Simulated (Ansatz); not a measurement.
# AlH₃ (triplet): one geometry, many settings at distance Al1–H2 = 1.766 Å

What do other methods and options give for AlH₃ (triplet) at this geometry, and how long do they take?

Computed with Ansatz 0.2.0, Gaussian basis. Level: the settings change from run to run.

16 further runs of the same task are left out: 12 that didn't finish, 4 set aside as unsound or not needed.

## Step 1: The system

The geometry derives from a PBE0/def2-TZVP stationary point (not a proven minimum). One bond is set to the value named and the two fragments are kept rigid.

4 atoms, charge 0, spin multiplicity 3.

Atoms are counted from 1 here; the program's logs count them from 0.

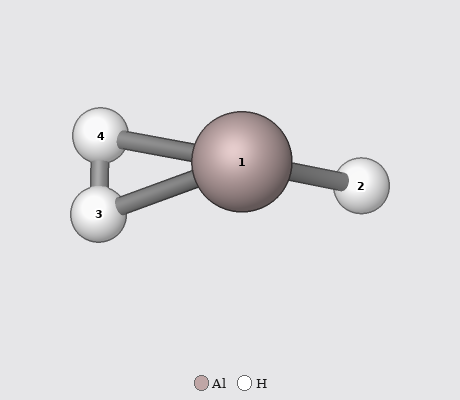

The structure; aluminium light grey, hydrogen white; atoms are numbered from 1 in the order of the file.

## Step 2: CASCI(4,7)/cc-pVDZ

in.yaml reads:

```yaml
crystal:
  periodic: [false, false, false]
  atoms:
    - {symbol: Al, position_ang: [0.000000, 0.079807, -0.093178]}
    - {symbol: H, position_ang: [0.000000, -1.527606, -0.824601]}
    - {symbol: H, position_ang: [0.420650, -0.304379, 1.659446]}
    - {symbol: H, position_ang: [-0.420650, -0.304379, 1.659446]}
basis:
  gaussian: {orbitals: cc-pVDZ}
magnetization: {spin_polarized: false, initial_magnetization: 2}
correlation: {active_space: {window: {electrons: 4, orbitals: 7}, fixed_orbitals: true}}
```

The run is started by

```console
ansatz run in.yaml --threads 1 --pin off --events-out ev --progress --plain --max-ram 2393MiB
```

Output:

```text
Functional definition: HF
  name "HF"
  cite "Fock, Z. Phys. 61, 126 (1930) doi:10.1007/BF01340294"
  parent pbe
  exchange = exact_x
  correlation = 0
310 factors; integrals over basis functions are off by at most 1.1e-3 eV
mean field evaluation 1: about -6625.8705 eV, gradient 8.2e0 eV
mean field evaluation 2: about -6625.8727 eV, gradient 8.2e0 eV
mean field evaluation 4: about -6626.7814 eV, gradient 9.4e-1 eV
mean field evaluation 8: about -6626.8071 eV, gradient 3.7e-3 eV
mean field -6626.80713094 eV, -243.5306702509 hartree, gradient 5.4e-6 eV, S^2 2.000000; 0 other end points of the search recorded, 0 dependent functions left out
reference -6626.80713094 eV, -243.5306702509 hartree; 9, 7 occupied and 24, 26 virtual orbitals, 310 factors
state -6626.99512088 eV, -243.5375787537 hartree
Total energy: -6626.99512088 eV, -243.5375787537 hartree
```

Wall time 0.15 s (1 thread of Arm Neoverse V1, shared host).

From the report: 220 determinants; active occupations 1.99, 1.00, 1.00, 0.01, 0.00, 0.00, 0.00.

## Step 3: NEVPT2(4,4)/STO-3G

Changes to in.yaml since step 2:

```diff
@@ -8,4 +8,4 @@
 basis:
-  gaussian: {orbitals: cc-pVDZ}
+  gaussian: {orbitals: STO-3G}
 magnetization: {spin_polarized: false, initial_magnetization: 2}
-correlation: {active_space: {window: {electrons: 4, orbitals: 7}, fixed_orbitals: true}}
+correlation: {method: sc_nevpt2, electrons: all, active_space: {window: {electrons: 4, orbitals: 4}}}
```

Same command.

Output:

```text
Functional definition: HF
  name "HF"
  cite "Fock, Z. Phys. 61, 126 (1930) doi:10.1007/BF01340294"
  parent pbe
  exchange = exact_x
  correlation = 0
129 factors; integrals over basis functions are off by at most 6.1e-5 eV
mean field evaluation 1: about -6542.6583 eV, gradient 5.9e0 eV
mean field evaluation 2: about -6542.6767 eV, gradient 5.9e0 eV
mean field evaluation 4: about -6543.4857 eV, gradient 1.6e0 eV
mean field evaluation 8: about -6543.5718 eV, gradient 1.3e-3 eV
mean field -6543.57178839 eV, -240.4718278311 hartree, gradient 1.4e-6 eV, S^2 2.000000; 0 other end points of the search recorded, 0 dependent functions left out
reference -6543.57178839 eV, -240.4718278311 hartree; 9, 7 occupied and 3, 5 virtual orbitals, 129 factors
state -6544.21797190 eV, -240.4955746369 hartree
state -6544.21797190 eV, -240.4955746369 hartree; corrected -6544.87126997 eV, -240.5195828983 hartree
Total energy: -6544.87126997 eV, -240.5195828983 hartree
```

Run time: 0.09 s. Hardware: 1 thread of Arm Neoverse V1, shared host.

From the report: 18 determinants; active occupations 1.96, 1.00, 1.00, 0.04.

## Step 4: MRCISD+Q(2,3)/cc-pVDZ

Changes to in.yaml since step 3:

```diff
@@ -8,4 +8,4 @@
 basis:
-  gaussian: {orbitals: STO-3G}
+  gaussian: {orbitals: cc-pVDZ}
 magnetization: {spin_polarized: false, initial_magnetization: 2}
-correlation: {method: sc_nevpt2, electrons: all, active_space: {window: {electrons: 4, orbitals: 4}}}
+correlation: {method: fic_mrcisd_q, electrons: outside_noble_gas, active_space: {window: {electrons: 2, orbitals: 3}}}
```

Launched as before.

Output, shortened:

```text
Functional definition: HF
  name "HF"
  cite "Fock, Z. Phys. 61, 126 (1930) doi:10.1007/BF01340294"
  parent pbe
[...]
310 factors; integrals over basis functions are off by at most 1.1e-3 eV
[...]
mean field -6626.80713094 eV, -243.5306702509 hartree, gradient 5.4e-6 eV, S^2 2.000000; 0 other end points of the search recorded, 0 dependent functions left out
reference -6626.80713094 eV, -243.5306702509 hartree; 9, 7 occupied and 24, 26 virtual orbitals, 310 factors
state -6626.80713094 eV, -243.5306702509 hartree
contracted CI cycle   1: correlation 0.00000000 eV, 0.0000000000 hartree, residual 1.13e1 eV
contracted CI cycle   2: correlation -2.36934942 eV, -0.0870719852 hartree, residual 1.81e0 eV
contracted CI cycle   3: correlation -2.44708350 eV, -0.0899286600 hartree, residual 4.84e-1 eV
contracted CI cycle   4: correlation -2.45441172 eV, -0.0901979671 hartree, residual 1.82e-1 eV
contracted CI cycle   5: correlation -2.45547371 eV, -0.0902369945 hartree, residual 7.33e-2 eV
contracted CI cycle   6: correlation -2.45563881 eV, -0.0902430618 hartree, residual 3.13e-2 eV
contracted CI cycle   7: correlation -2.45565914 eV, -0.0902438089 hartree, residual 1.04e-2 eV
contracted CI cycle   8: correlation -2.45566136 eV, -0.0902438904 hartree, residual 2.85e-3 eV
contracted CI cycle   9: correlation -2.45566155 eV, -0.0902438974 hartree, residual 7.48e-4 eV
state -6626.80713094 eV, -243.5306702509 hartree; corrected -6629.43270664 eV, -243.6271583781 hartree
WARN: 1 active orbitals are nearly empty or full. The corrections depend on them more than the energy does, and are more stable in an active space without them
Total energy: -6629.43270664 eV, -243.6271583781 hartree
```

It took 0.51 s on 1 thread of Arm Neoverse V1, shared host.

From the report: 4 determinants; active occupations 1.00, 1.00, 0.00. The report marks this result as in doubt.

## Step 5: CISD/aug-cc-pVDZ

Changes to in.yaml since step 4:

```diff
@@ -8,4 +8,5 @@
 basis:
-  gaussian: {orbitals: cc-pVDZ}
+  gaussian: {orbitals: aug-cc-pVDZ}
 magnetization: {spin_polarized: false, initial_magnetization: 2}
-correlation: {method: fic_mrcisd_q, electrons: outside_noble_gas, active_space: {window: {electrons: 2, orbitals: 3}}}
+correlation: {active_space: {ras: {orbitals: [2, 2, 45], electrons: 6, max_holes: 2, max_particles: 2}, fixed_orbitals: true}}
+output: {forces: true}
```

The command is unchanged.

Output, shortened:

```text
Functional definition: HF
  name "HF"
  cite "Fock, Z. Phys. 61, 126 (1930) doi:10.1007/BF01340294"
  parent pbe
[...]
524 factors; integrals over basis functions are off by at most 4.9e-4 eV
[...]
mean field -6626.84683654 eV, -243.5321294047 hartree, gradient 2.7e-6 eV, S^2 2.000000; 0 other end points of the search recorded, 0 dependent functions left out
reference -6626.84683654 eV, -243.5321294047 hartree; 9, 7 occupied and 45, 47 virtual orbitals, 524 factors
state -6629.43116557 eV, -243.6271017447 hartree
[...]
Total energy: -6629.43116557 eV, -243.6271017447 hartree
Atom 0 at     0.000000     0.079807    -0.093178 Å, force     0.000000    -1.341655    -0.903838 eV/Å
Atom 1 at     0.000000    -1.527606    -0.824601 Å, force    -0.000000     1.400434     0.637727 eV/Å
Atom 2 at     0.420650    -0.304379     1.659446 Å, force    -0.145447    -0.029389     0.133055 eV/Å
Atom 3 at    -0.420650    -0.304379     1.659446 Å, force     0.145447    -0.029389     0.133055 eV/Å
Dipole moment:    -0.000000     0.150673     0.208597 e Å
```

Run time: 3.2 s. Hardware: 1 thread of Arm Neoverse V1, shared host.

From the report: 40,448 determinants.

## Step 6: MRCISD+Q(4,8)/cc-pVDZ

in.yaml reads:

```yaml
crystal:
  periodic: [false, false, false]
  atoms:
    - {symbol: Al, position_ang: [0.000000, 0.079807, -0.093178]}
    - {symbol: H, position_ang: [0.000000, -1.527606, -0.824601]}
    - {symbol: H, position_ang: [0.420650, -0.304379, 1.659446]}
    - {symbol: H, position_ang: [-0.420650, -0.304379, 1.659446]}
basis:
  gaussian: {orbitals: cc-pVDZ, fitting: {mean_field: def2-universal-jkfit}}
magnetization: {spin_polarized: false, initial_magnetization: 2}
correlation: {method: fic_mrcisd_q, electrons: outside_noble_gas, active_space: {window: {electrons: 4, orbitals: 8}, states: [{multiplicity: 3, weights: [1, 1, 1]}]}}
```

Same command.

Output, shortened:

```text
Functional definition: HF
  name "HF"
  cite "Fock, Z. Phys. 61, 126 (1930) doi:10.1007/BF01340294"
  parent pbe
[...]
182 factors; integrals over basis functions are off by at most 4.6e-1 eV
[...]
mean field -6626.80787610 eV, -243.5306976349 hartree, gradient 2.7e-6 eV, S^2 2.000000; 0 other end points of the search recorded, 0 dependent functions left out
reference -6626.80787610 eV, -243.5306976349 hartree; 9, 7 occupied and 24, 26 virtual orbitals, 182 factors
state -6627.61395551 eV, -243.5603205070 hartree
state -6624.45415996 eV, -243.4442001622 hartree
state -6623.55413891 eV, -243.4111249986 hartree
contracted CI cycle   1: correlation 0.00000000 eV, 0.0000000000 hartree, residual 9.80e0 eV
contracted CI cycle   2: correlation -1.67251780 eV, -0.0614638955 hartree, residual 1.67e0 eV
[...]
contracted CI cycle   1: correlation 0.00000000 eV, 0.0000000000 hartree, residual 9.67e0 eV
contracted CI cycle   2: correlation -1.66937908 eV, -0.0613485498 hartree, residual 1.74e0 eV
contracted CI cycle   3: correlation -1.73154536 eV, -0.0636331184 hartree, residual 4.44e-1 eV
contracted CI cycle   4: correlation -1.73579617 eV, -0.0637893327 hartree, residual 1.31e-1 eV
contracted CI cycle   5: correlation -1.73614315 eV, -0.0638020838 hartree, residual 4.14e-2 eV
contracted CI cycle   6: correlation -1.73618578 eV, -0.0638036508 hartree, residual 1.91e-2 eV
contracted CI cycle   7: correlation -1.73619358 eV, -0.0638039373 hartree, residual 8.01e-3 eV
contracted CI cycle   8: correlation -1.73619473 eV, -0.0638039795 hartree, residual 2.91e-3 eV
contracted CI cycle   9: correlation -1.73619488 eV, -0.0638039851 hartree, residual 1.02e-3 eV
state -6623.55413891 eV, -243.4111249986 hartree; corrected -6625.36863586 eV, -243.4778065318 hartree
Total energy: -6627.03193896 eV, -243.5389317933 hartree
```

Run time: 3.9 s. Hardware: 1 thread of Arm Neoverse V1, shared host.

From the report: 384 determinants; active occupations (of the averaged states) 1.91, 1.01, 0.39, 0.34, 0.33, 0.01, 0.01, 0.01.

## Step 7: BCCD on ROHF/aug-cc-pVDZ

in.yaml reads:

```yaml
crystal:
  periodic: [false, false, false]
  atoms:
    - {symbol: Al, position_ang: [0.000000, 0.079807, -0.093178]}
    - {symbol: H, position_ang: [0.000000, -1.527606, -0.824601]}
    - {symbol: H, position_ang: [0.420650, -0.304379, 1.659446]}
    - {symbol: H, position_ang: [-0.420650, -0.304379, 1.659446]}
basis:
  gaussian: {orbitals: aug-cc-pVDZ}
magnetization: {spin_polarized: false, initial_magnetization: 2}
correlation: {method: bccd, electrons: valence, diis_vectors: 4}
output: {forces: true}
```

Launched as before.

Output, shortened:

```text
Functional definition: HF
  name "HF"
  cite "Fock, Z. Phys. 61, 126 (1930) doi:10.1007/BF01340294"
  parent pbe
[...]
524 factors; integrals over basis functions are off by at most 4.9e-4 eV
[...]
mean field -6626.84683654 eV, -243.5321294047 hartree, gradient 2.7e-6 eV, S^2 2.000000; 1 other end points of the search recorded, 0 dependent functions left out
[...]
determinant -6626.84683654 eV, -243.5321294047 hartree, with singles and doubles -6629.52397378 eV, -243.6305123838 hartree
determinant -6623.92527170 eV, -243.4247638773 hartree, with singles and doubles -6626.57863132 eV, -243.5222730445 hartree
5 core orbitals not correlated: weight in the atoms' cores, before any rotation towards them, 1.000 or more for the frozen orbitals, at most 0.000 for the correlated occupied ones
reference -6626.84683654 eV, -243.5321294047 hartree; 4, 2 occupied and 45, 47 virtual orbitals, 524 factors
second order -1.98846530 eV of doubles, -0.02016411 eV of singles
cycle   1  -2.65528793 eV  change   -1.5e-1 eV  update   2.1e-2
[...]
cycle  12  -2.66226025 eV  change   -3.5e-7 eV  update   1.4e-6
[...]
Total energy: -6629.50909679 eV, -243.6299656644 hartree
Atom 0 at     0.000000     0.079807    -0.093178 Å, force    -0.000000    -1.289241    -0.905141 eV/Å
Atom 1 at     0.000000    -1.527606    -0.824601 Å, force     0.000000     1.353643     0.617396 eV/Å
Atom 2 at     0.420650    -0.304379     1.659446 Å, force    -0.106738    -0.032201     0.143873 eV/Å
Atom 3 at    -0.420650    -0.304379     1.659446 Å, force     0.106738    -0.032201     0.143873 eV/Å
Dipole moment:     0.000000     0.146114     0.207247 e Å
```

It took 4 s on 1 thread of Arm Neoverse V1, shared host.

From the report: correlation -2.6623 eV; largest double amplitude 0.03.

## Step 8: BCCD(T) on ROHF/aug-cc-pVDZ

Changes to in.yaml since step 7:

```diff
@@ -8,5 +8,4 @@
 basis:
-  gaussian: {orbitals: aug-cc-pVDZ}
+  gaussian: {orbitals: aug-cc-pVDZ, fitting: {mean_field: def2-universal-jkfit}}
 magnetization: {spin_polarized: false, initial_magnetization: 2}
-correlation: {method: bccd, electrons: valence, diis_vectors: 4}
-output: {forces: true}
+correlation: {method: bccd_t, electrons: valence, diis_vectors: 12}
```

Same command.

Output, shortened:

```text
Functional definition: HF
  name "HF"
  cite "Fock, Z. Phys. 61, 126 (1930) doi:10.1007/BF01340294"
  parent pbe
[...]
182 factors; integrals over basis functions are off by at most 4.6e-1 eV
[...]
mean field -6626.84751518 eV, -243.5321543441 hartree, gradient 2.4e-6 eV, S^2 2.000000; 1 other end points of the search recorded, 0 dependent functions left out
determinant -6626.84751518 eV, -243.5321543441 hartree, with singles and doubles -6629.51984493 eV, -243.6303606514 hartree
determinant -6623.92580204 eV, -243.4247833670 hartree, with singles and doubles -6626.57471565 eV, -243.5221291466 hartree
5 core orbitals not correlated: weight in the atoms' cores, before any rotation towards them, 1.000 or more for the frozen orbitals, at most 0.000 for the correlated occupied ones
reference -6626.84751518 eV, -243.5321543441 hartree; 4, 2 occupied and 45, 47 virtual orbitals, 182 factors
second order -1.98024112 eV of doubles, -0.02015671 eV of singles
cycle   1  -2.65372420 eV  change   -1.5e-1 eV  update   2.0e-2
[...]
cycle  10  -2.66027342 eV  change   -2.5e-6 eV  update   7.0e-6
perturbative correction -0.05925637 eV, -0.0021776313 hartree
Total energy: -6629.56704497 eV, -243.6320952205 hartree
```

Wall time 1.1 s (1 thread of Arm Neoverse V1, shared host).

From the report: correlation -2.7195 eV; largest double amplitude 0.03.

## Step 9: BCCD(T) on ROHF/STO-3G

Changes to in.yaml since step 8:

```diff
@@ -8,4 +8,4 @@
 basis:
-  gaussian: {orbitals: aug-cc-pVDZ, fitting: {mean_field: def2-universal-jkfit}}
+  gaussian: {orbitals: STO-3G, fitting: {mean_field: def2-universal-jkfit}}
 magnetization: {spin_polarized: false, initial_magnetization: 2}
-correlation: {method: bccd_t, electrons: valence, diis_vectors: 12}
+correlation: {method: bccd_t, electrons: all}
```

Launched as before.

Output, shortened:

```text
Functional definition: HF
  name "HF"
  cite "Fock, Z. Phys. 61, 126 (1930) doi:10.1007/BF01340294"
  parent pbe
[...]
182 factors; integrals over basis functions are off by at most 7.0e-3 eV
[...]
mean field -6543.57978362 eV, -240.4721216503 hartree, gradient 5.2e-7 eV, S^2 2.000000; 0 other end points of the search recorded, 0 dependent functions left out
[...]
reference -6543.57978362 eV, -240.4721216503 hartree; 9, 7 occupied and 3, 5 virtual orbitals, 182 factors
second order -1.04038473 eV of doubles, -0.00856465 eV of singles
cycle   1  -1.37710167 eV  change   -3.3e-1 eV  update   5.6e-2
[...]
cycle  10  -1.61521398 eV  change   -1.3e-5 eV  update   8.9e-6
perturbative correction -0.01675891 eV, -0.0006158787 hartree
Total energy: -6545.21175651 eV, -240.5320955479 hartree
```

Run time: 0.33 s. Hardware: 1 thread of Arm Neoverse V1, shared host.

From the report: correlation -1.6320 eV; largest double amplitude 0.11.

## Step 10: MRCISD+Q(4,8)/6-31G*

Changes to in.yaml since step 9:

```diff
@@ -8,4 +8,4 @@
 basis:
-  gaussian: {orbitals: STO-3G, fitting: {mean_field: def2-universal-jkfit}}
+  gaussian: {orbitals: "6-31G*"}
 magnetization: {spin_polarized: false, initial_magnetization: 2}
-correlation: {method: bccd_t, electrons: all}
+correlation: {method: fic_mrcisd_q, electrons: outside_noble_gas, active_space: {window: {electrons: 4, orbitals: 8}}}
```

Same command.

Output, shortened:

```text
Functional definition: HF
  name "HF"
  cite "Fock, Z. Phys. 61, 126 (1930) doi:10.1007/BF01340294"
  parent pbe
[...]
261 factors; integrals over basis functions are off by at most 8.8e-4 eV
[...]
mean field -6626.15649811 eV, -243.5067599354 hartree, gradient 1.2e-6 eV, S^2 2.000000; 0 other end points of the search recorded, 0 dependent functions left out
reference -6626.15649811 eV, -243.5067599354 hartree; 9, 7 occupied and 16, 18 virtual orbitals, 261 factors
state -6627.00469842 eV, -243.5379307218 hartree
contracted CI cycle   1: correlation 0.00000000 eV, 0.0000000000 hartree, residual 7.29e0 eV
contracted CI cycle   2: correlation -1.07978378 eV, -0.0396813222 hartree, residual 1.39e0 eV
contracted CI cycle   3: correlation -1.12876491 eV, -0.0414813454 hartree, residual 3.93e-1 eV
contracted CI cycle   4: correlation -1.13236188 eV, -0.0416135314 hartree, residual 1.01e-1 eV
contracted CI cycle   5: correlation -1.13261329 eV, -0.0416227707 hartree, residual 3.68e-2 eV
contracted CI cycle   6: correlation -1.13264424 eV, -0.0416239082 hartree, residual 1.45e-2 eV
contracted CI cycle   7: correlation -1.13264883 eV, -0.0416240769 hartree, residual 4.96e-3 eV
contracted CI cycle   8: correlation -1.13264935 eV, -0.0416240959 hartree, residual 1.50e-3 eV
contracted CI cycle   9: correlation -1.13264940 eV, -0.0416240977 hartree, residual 5.35e-4 eV
state -6627.00469842 eV, -243.5379307218 hartree; corrected -6628.17117640 eV, -243.5807979970 hartree
Total energy: -6628.17117640 eV, -243.5807979970 hartree
```

Run time: 3.5 s. Hardware: 1 thread of Arm Neoverse V1, shared host.

From the report: 390 determinants; active occupations 1.95, 1.00, 0.99, 0.03, 0.01, 0.01, 0.01, 0.00.

## Step 11: The runs in one table

Where basis and cores are those of an earlier FCI/cc-pVDZ run (-6629.4182 eV), and the state is the same kind, the miss against it is given. † marks a result that the program doubts.

```
                                         level         correlated  functions  energy (eV)  from FCI (meV)    time
                            CASCI(4,7)/cc-pVDZ                            33   -6626.9951          2423.0  0.15 s
                            NEVPT2(4,4)/STO-3G                all         12   -6544.8713                  0.09 s
                       MRCISD+Q(2,3)/cc-pVDZ †  outside noble gas         33   -6629.4327           -14.6  0.51 s
                              CISD/aug-cc-pVDZ  outside noble gas         54   -6629.4312                   3.2 s
MRCISD+Q(4,8)/cc-pVDZ (mean of several states)  outside noble gas         33   -6627.0319                   3.9 s
                      BCCD on ROHF/aug-cc-pVDZ            valence         54   -6629.5091                     4 s
                   BCCD(T) on ROHF/aug-cc-pVDZ            valence         54   -6629.5670                   1.1 s
                        BCCD(T) on ROHF/STO-3G                all         12   -6545.2118                  0.33 s
                          MRCISD+Q(4,8)/6-31G*  outside noble gas         25   -6628.1712                   3.5 s
```

## Step 12: Outcome

| quantity | value |
| --- | --- |
| runs | 9 |
| quickest | NEVPT2(4,4)/STO-3G, 0.09 s |
| slowest | BCCD on ROHF/aug-cc-pVDZ, 4 s |

What this shows: Total energies in different bases, with other cores or another treatment of relativity can't be set against each other. BCCD on ROHF/aug-cc-pVDZ took 44 times as long as NEVPT2(4,4)/STO-3G; the jobs differ in more than the method. Hartree-Fock, CASSCF and CASCI lack dynamic correlation by design.
